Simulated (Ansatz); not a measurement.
# C$_{2}$H$_{7}$InO: geometry relaxation (part 1 of 2)

The run: geometry relaxation of C$_{2}$H$_{7}$InO. Method and program: UHF/def2-SVP (Ansatz 0.2.0).

The input holds or restrains some coordinates. It belongs to a series of runs on one base structure; here: pulled along the bonds that form and break, towards end A. Figures and captions count atoms from 1; the log counts them from 0 in places.

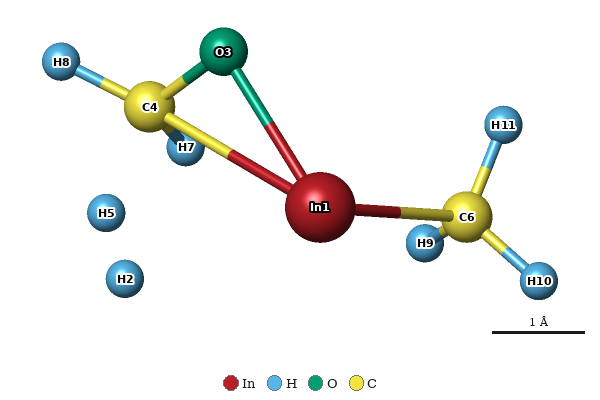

Figure 1. The starting structure (ball-and-stick view, seen at a tilt; atoms are numbered from 1 in the order of the input). Sticks mark near contacts. Bond lengths as drawn: C–H 1.09 to 1.10 Å, C–In 2.33 to 2.55 Å, C–O 1.28 Å and In–O 2.08 Å.

Input file:
```yaml
crystal:
  periodic: [false, false, false]
  atoms:
    - { symbol: In, position_ang: [-0.6339, -0.6522, -1.0387] }
    - { symbol: H, position_ang: [1.4671, -0.2801, -1.8486] }
    - { symbol: O, position_ang: [-0.4328, 1.4046, -0.7853] }
    - { symbol: C, position_ang: [0.7963, 1.3677, -0.4307] }
    - { symbol: H, position_ang: [1.5098, 0.5184, -1.2818] }
    - { symbol: C, position_ang: [-1.2067, -1.3237, 1.123] }
    - { symbol: H, position_ang: [1.0513, 0.9012, 0.5343] }
    - { symbol: H, position_ang: [1.3697, 2.2834, -0.6233] }
    - { symbol: H, position_ang: [-0.3502, -1.2392, 1.7901] }
    - { symbol: H, position_ang: [-1.5789, -2.3449, 1.1278] }
    - { symbol: H, position_ang: [-1.9917, -0.6352, 1.4333] }
magnetization:
  spin_polarized: true
basis:
  gaussian: { orbitals: def2-SVP }
hamiltonian:
  xc: hf
relax:
  f_tol: 0.15
  max_steps: 25
  restrain:
    - { distance: [4, 1], at: 1.92, k: 30.0 }
    - { distance: [0, 3], at: 3.48, k: 30.0 }
    - { distance: [0, 1], at: 1.73, k: 30.0 }
    - { distance: [4, 3], at: 1.07, k: 30.0 }
```

Run as:
```bash
ansatz run input.yaml --threads 2 --pin off --max-ram 3072MiB --backend cpu --events-out ev --progress --plain --runs-dir out
```

Output:
```
The last accepted step is kept in [file] (removed where the run ends without a failure and the disk answers)
Engine: ansatz 0.2.0, aarch64-unknown-linux-gnu
Functional definition: HF
  exchange = exact_x
  correlation = 0
1220 factors; integrals over basis functions are off by at most 3.3e-4 eV
mean field evaluation 1: about -9345.4766 eV, gradient 2.7e1 eV
mean field evaluation 2: about -9345.5972 eV, gradient 2.7e1 eV
mean field evaluation 4: about -9349.5238 eV, gradient 3.1e0 eV
mean field evaluation 8: about -9349.6116 eV, gradient 2.1e-3 eV
mean field evaluation 16: about -9350.1684 eV, gradient 9.6e-2 eV
mean field evaluation 32: about -9350.1686 eV, gradient 2.1e-5 eV
mean field evaluation 64: about -9345.4758 eV, gradient 2.7e1 eV
mean field -9350.16861044 eV, -343.6123586618 hartree, gradient 2.1e-5 eV, S^2 0.814002; 3 other end points of the search recorded, 0 dependent functions left out
the calculation of the forces begins
reference -9350.16861044 eV, -343.6123586618 hartree; 24, 24 occupied and 79, 79 virtual orbitals, 1220 factors
relax step   1: F+E_penalty+E_count = -9350.16861044 eV  Δ(F+E_penalty+E_count) = +0.000e0 eV  max|allowed force component| = 2.276e0 eV/Å  E_restraint = 32.45319228 eV  max|allowed force component, restraints' pulls added| = 2.856e1 eV/Å  Δτ_max = 0.0000 Å  (210 SCF iters, accepted)
  distance H 4 - H 1 = 0.9801 Å
  distance In 0 - C 3 = 2.5486 Å
  distance In 0 - H 1 = 2.2822 Å
  distance H 4 - C 3 = 1.3981 Å
these checks for a lower state are left out or cut short: starts, cluster_reference, orbital_swaps, neighbouring_geometries, increment
1220 factors; integrals over basis functions are off by at most 7.1e-4 eV
mean field -9350.09267349 eV, -343.6095680302 hartree, gradient 2.0e-5 eV, S^2 0.670983; 0 other end points of the search recorded, 0 dependent functions left out
[... from here on the field's lines of each further geometry are left out, up to the last ...]
relax step   2: F+E_penalty+E_count = -9350.09267349 eV  Δ(F+E_penalty+E_count) = +7.594e-2 eV  max|allowed force component| = 5.222e0 eV/Å  E_restraint = 15.58516727 eV  max|allowed force component, restraints' pulls added| = 1.935e1 eV/Å  Δτ_max = 0.1949 Å  (79 SCF iters, accepted)
relax step   3: F+E_penalty+E_count = -9349.97318731 eV  Δ(F+E_penalty+E_count) = +1.195e-1 eV  max|allowed force component| = 7.195e0 eV/Å  E_restraint = 6.21538504 eV  max|allowed force component, restraints' pulls added| = 1.002e1 eV/Å  Δτ_max = 0.1949 Å  (64 SCF iters, accepted)
relax step   4: F+E_penalty+E_count = -9349.98479427 eV  Δ(F+E_penalty+E_count) = -1.161e-2 eV  max|allowed force component| = 5.232e0 eV/Å  E_restraint = 1.87025096 eV  max|allowed force component, restraints' pulls added| = 3.966e0 eV/Å  Δτ_max = 0.1947 Å  (56 SCF iters, accepted)
relax step   5: F+E_penalty+E_count = -9350.23199981 eV  Δ(F+E_penalty+E_count) = -2.472e-1 eV  max|allowed force component| = 3.437e0 eV/Å  E_restraint = 0.48803589 eV  max|allowed force component, restraints' pulls added| = 1.207e0 eV/Å  Δτ_max = 0.1945 Å  (57 SCF iters, accepted)
relax step   6: F+E_penalty+E_count = -9350.45336488 eV  Δ(F+E_penalty+E_count) = -2.214e-1 eV  max|allowed force component| = 3.301e0 eV/Å  E_restraint = 0.32324790 eV  max|allowed force component, restraints' pulls added| = 6.651e-1 eV/Å  Δτ_max = 0.1966 Å  (50 SCF iters, accepted)
relax step   7: F+E_penalty+E_count = -9350.65299252 eV  Δ(F+E_penalty+E_count) = -1.996e-1 eV  max|allowed force component| = 3.048e0 eV/Å  E_restraint = 0.31453683 eV  max|allowed force component, restraints' pulls added| = 5.539e-1 eV/Å  Δτ_max = 0.2000 Å  (50 SCF iters, accepted)
relax step   8: F+E_penalty+E_count = -9350.88347541 eV  Δ(F+E_penalty+E_count) = -2.305e-1 eV  max|allowed force component| = 2.910e0 eV/Å  E_restraint = 0.32911541 eV  max|allowed force component, restraints' pulls added| = 7.344e-1 eV/Å  Δτ_max = 0.1977 Å  (59 SCF iters, accepted)
relax step   9: F+E_penalty+E_count = -9351.22943350 eV  Δ(F+E_penalty+E_count) = -3.460e-1 eV  max|allowed force component| = 3.416e0 eV/Å  E_restraint = 0.35952908 eV  max|allowed force component, restraints' pulls added| = 1.456e0 eV/Å  Δτ_max = 0.1969 Å  (77 SCF iters, accepted)
relax step  10: F+E_penalty+E_count = -9351.51482451 eV  Δ(F+E_penalty+E_count) = -2.854e-1 eV  max|allowed force component| = 3.761e0 eV/Å  E_restraint = 0.39191858 eV  max|allowed force component, restraints' pulls added| = 1.356e0 eV/Å  Δτ_max = 0.1936 Å  (48 SCF iters, accepted)
relax step  11: F+E_penalty+E_count = -9351.67327756 eV  Δ(F+E_penalty+E_count) = -1.585e-1 eV  max|allowed force component| = 3.144e0 eV/Å  E_restraint = 0.38206223 eV  max|allowed force component, restraints' pulls added| = 1.399e0 eV/Å  Δτ_max = 0.1949 Å  (59 SCF iters, accepted)
relax step  12: F+E_penalty+E_count = -9351.85982049 eV  Δ(F+E_penalty+E_count) = -1.865e-1 eV  max|allowed force component| = 3.169e0 eV/Å  E_restraint = 0.35534402 eV  max|allowed force component, restraints' pulls added| = 9.643e-1 eV/Å  Δτ_max = 0.2000 Å  (47 SCF iters, accepted)
relax step  13: F+E_penalty+E_count = -9352.01368315 eV  Δ(F+E_penalty+E_count) = -1.539e-1 eV  max|allowed force component| = 3.339e0 eV/Å  E_restraint = 0.33972222 eV  max|allowed force component, restraints' pulls added| = 5.177e-1 eV/Å  Δτ_max = 0.1985 Å  (46 SCF iters, accepted)
relax step  14: F+E_penalty+E_count = -9352.12728683 eV  Δ(F+E_penalty+E_count) = -1.136e-1 eV  max|allowed force component| = 3.293e0 eV/Å  E_restraint = 0.34657425 eV  max|allowed force component, restraints' pulls added| = 2.479e-1 eV/Å  Δτ_max = 0.2000 Å  (44 SCF iters, accepted)
the calculation of the forces begins
reference -9352.17943845 eV, -343.6862552281 hartree; 24, 24 occupied and 79, 79 virtual orbitals, 1220 factors
relax step  15: F+E_penalty+E_count = -9352.17943845 eV  Δ(F+E_penalty+E_count) = -5.215e-2 eV  max|allowed force component| = 3.349e0 eV/Å  E_restraint = 0.34093561 eV  max|allowed force component, restraints' pulls added| = 9.361e-2 eV/Å  Δτ_max = 0.1990 Å  (51 SCF iters, accepted)
  distance H 4 - H 1 = 1.9732 Å
  distance In 0 - C 3 = 3.3423 Å
  distance In 0 - H 1 = 1.7413 Å
  distance H 4 - C 3 = 1.0985 Å
1220 factors; integrals over basis functions are off by at most 5.3e-4 eV
mean field evaluation 224: about -9352.1794 eV, gradient 9.4e-6 eV
```

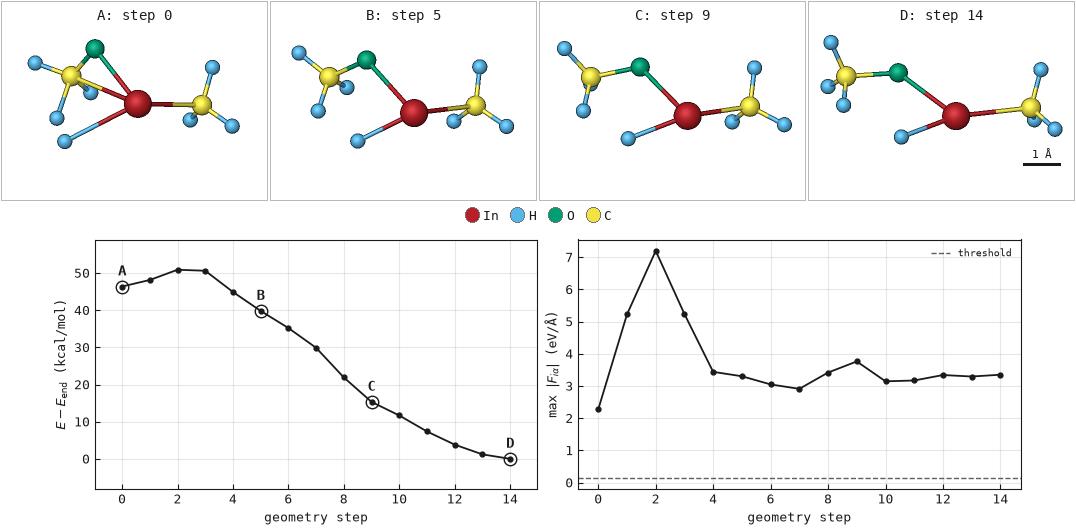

Figure 2. Frames of the restrained relaxation (ball-and-stick view, seen at a tilt) above the curves, on which the letters mark them (the first geometry is step 0 here and step 1 in the log).

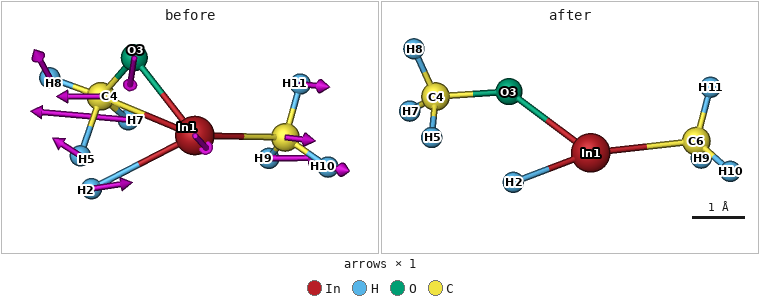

Figure 3. Before (left) and after (right) the restrained relaxation, at one scale (ball-and-stick view, seen at a tilt). The pink arrows give the displacements, at true length. The energy falls by 46.4 kcal/mol in 14 geometry steps. The largest force component goes from 2.3 to 3.3 eV/Å. The largest move after the best rigid fit is that of H7, 1.94 Å. Largest moves by element: H 1.94 Å, O 1.22 Å, In 0.90 Å, C 0.89 Å. Among the contacts that change: In1–C4 2.549 → 3.342 Å, In1–H2 2.282 → 1.741 Å, C4–H5 1.398 → 1.099 Å, In1–C6 2.335 → 2.143 Å. New bonds form: In1–H2 (2.28 → 1.74 Å). Among the angles that change: H2–In1–C6 127.0° → 164.3°, In1–O3–C4 95.6° → 128.0°, O3–In1–C6 101.3° → 121.0°. (Atoms are counted from 1 in the order of the input.)

```
mean field -9352.17943845 eV, -343.6862552281 hartree, gradient 8.7e-6 eV, S^2 0.000000; 1 other end points of the search recorded, 0 dependent functions left out
the calculation of the forces begins
reference -9352.17943845 eV, -343.6862552281 hartree; 24, 24 occupied and 79, 79 virtual orbitals, 1220 factors
Total energy: -9352.17943845 eV, -343.6862552281 hartree
Atom 0 at    -0.338066    -0.893125    -0.291483 Å, force     2.017565     3.348764    -0.188080 eV/Å
Atom 1 at     0.804820    -0.583896    -1.568337 Å, force    -0.507595    -1.339413    -0.347476 eV/Å
Atom 2 at     0.468751     1.169595     0.097001 Å, force     0.066193     0.043315    -0.000851 eV/Å
Atom 3 at     1.459008     1.899477    -0.669573 Å, force    -2.436923    -2.886899     1.094550 eV/Å
Atom 4 at     1.692926     1.174896    -1.461400 Å, force     0.876726     0.866002    -0.518450 eV/Å
Atom 5 at    -1.705537    -1.819920     1.074157 Å, force     0.077994    -0.021383     0.064472 eV/Å
Atom 6 at     2.349821     2.132654    -0.076630 Å, force    -0.054918    -0.018321    -0.036209 eV/Å
Atom 7 at     1.042075     2.817563    -1.093458 Å, force     0.053130     0.003483    -0.007618 eV/Å
Atom 8 at    -1.161346    -1.955650     2.011841 Å, force    -0.093615    -0.016791    -0.026522 eV/Å
Atom 9 at    -2.063166    -2.787149     0.723562 Å, force     0.001014     0.034472    -0.018768 eV/Å
Atom 10 at    -2.549287    -1.154447     1.254420 Å, force     0.000428    -0.013231    -0.015047 eV/Å
Dipole moment:    -0.464993    -0.948727    -0.067710 e Å
```

Trajectory as extended XYZ (Å, eV, eV/Å), 15 frames, from step=1 to step=15:
```
11
Properties=species:S:1:pos:R:3:forces:R:3 step=1 energy=-9350.16861
In   -0.6339   -0.6522   -1.0387   -1.1080  -1.4572   0.1535
H     1.4671   -0.2801   -1.8486   -0.2594   0.0604   0.1767
O    -0.4328    1.4046   -0.7853   -0.9112  -0.5124  -0.4600
C     0.7963    1.3677   -0.4307    2.0345   2.2761   0.8001
H     1.5098    0.5184   -1.2818   -0.1438  -0.3928  -0.0843
C    -1.2067   -1.3237    1.1230    0.1342   0.0282  -0.6263
H     1.0513    0.9012    0.5343    0.0561   0.0503  -0.0257
H     1.3697    2.2834   -0.6233    0.1221  -0.1040   0.1567
H    -0.3502   -1.2392    1.7901    0.0934   0.0542  -0.0464
H    -1.5789   -2.3449    1.1278   -0.0127  -0.0588  -0.0339
H    -1.9917   -0.6352    1.4333   -0.0050   0.0559  -0.0103
11
Properties=species:S:1:pos:R:3:forces:R:3 step=2 energy=-9350.09267
In   -0.6365   -0.7834   -1.1235    0.4016   1.2753   1.0485
H     1.3429   -0.4242   -1.8908   -0.6142  -0.1236   0.1962
O    -0.4030    1.3908   -0.7866    0.1668  -0.5856   0.0326
C     0.8736    1.4711   -0.4040   -2.0283  -5.2221  -0.8361
H     1.4951    0.6644   -1.1689    0.0437   0.4604   0.4807
C    -1.2053   -1.3236    1.1165   -0.2681  -0.3403  -0.5473
H     1.0629    0.9084    0.5337    0.4708   1.2092   0.1282
H     1.3901    2.3154   -0.6250    1.5850   3.2079  -0.0409
H    -0.3499   -1.2387    1.7887    0.1783   0.1038  -0.3290
H    -1.5789   -2.3451    1.1276   -0.0244  -0.0409   0.0905
H    -1.9911   -0.6351    1.4325    0.0888   0.0560  -0.2232
```
